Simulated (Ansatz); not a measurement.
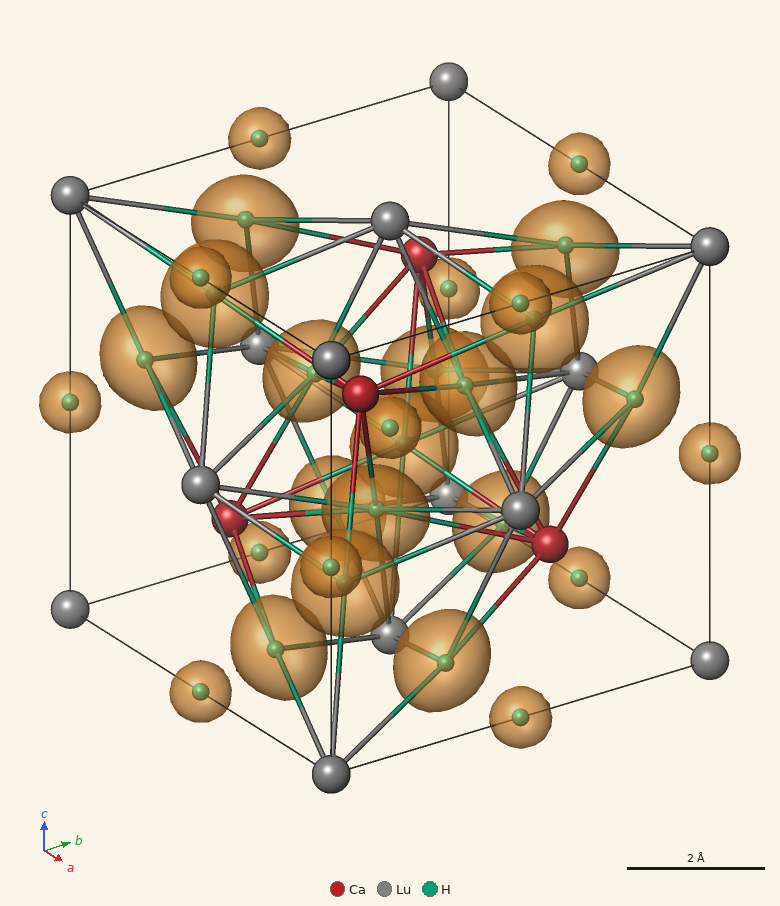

*CaLuH5. Isosurface of the ELF at 0.75 (orange), seen at an oblique angle. Core shells and regions of very low density are left out. Sticks mark near contacts.*

Space group F-43m; a structure generated by program, which may or may not match a known phase.

Level of theory: DFT PBE, scalar-relativistic, plane waves, PAW (Ansatz 0.2.0).

Question: What do the ELF domains correspond to?

Answer: The ELF exceeds this value in 20 regions around hydrogen nuclei, counted in one cell of 28 atoms. Any copies at cell faces, edges or corners count once. Profiles from the grid: Ca–H (2.78 Å): the ELF climbs to about 1 towards the hydrogen. Lu–H (2.81 Å): the ELF climbs to about 1 towards the hydrogen.
